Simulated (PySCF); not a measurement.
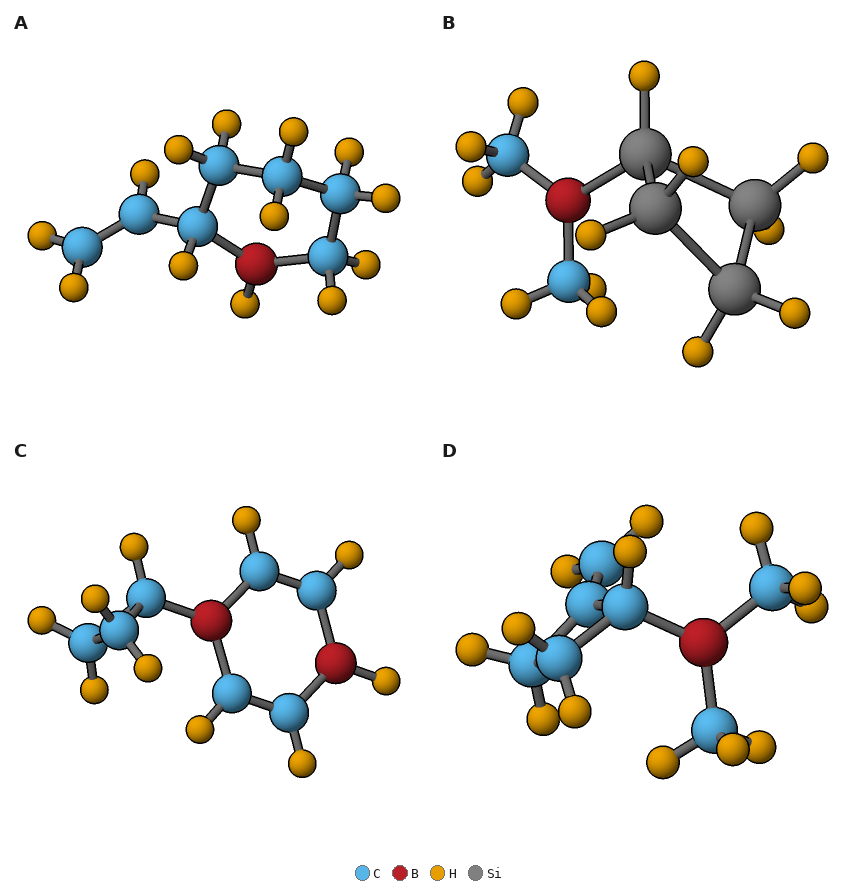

Source: calculation with PySCF.

```xyz
19
charge 0, multiplicity 1
B     2.9175    0.0054   -0.1014
C     2.2769    1.3611   -0.5473
C     0.9312    1.5013   -0.5649
B    -0.0151    0.3210   -0.1270
C    -1.5463    0.4929   -0.1575
C    -2.3861   -0.1760    0.9357
C    -2.4453   -0.7114   -0.4351
C     0.6480   -1.0283    0.3487
C     1.9935   -1.1689    0.3648
H     4.1206   -0.1396   -0.1255
H     2.9103    2.2026   -0.8585
H     0.4935    2.4561   -0.8911
H    -1.9500    1.4476   -0.5113
H    -3.2336    0.4022    1.3129
H    -1.8554   -0.7459    1.7032
H    -1.9623   -1.6681   -0.6523
H    -3.3380   -0.5144   -1.0344
H     0.0263   -1.8762    0.6717
H     2.4296   -2.1200    0.6982
```

Which picture belongs to the input above?

Answer. C. The file holds C7H10B2, `B1C=CB(C2CC2)C=C1`.
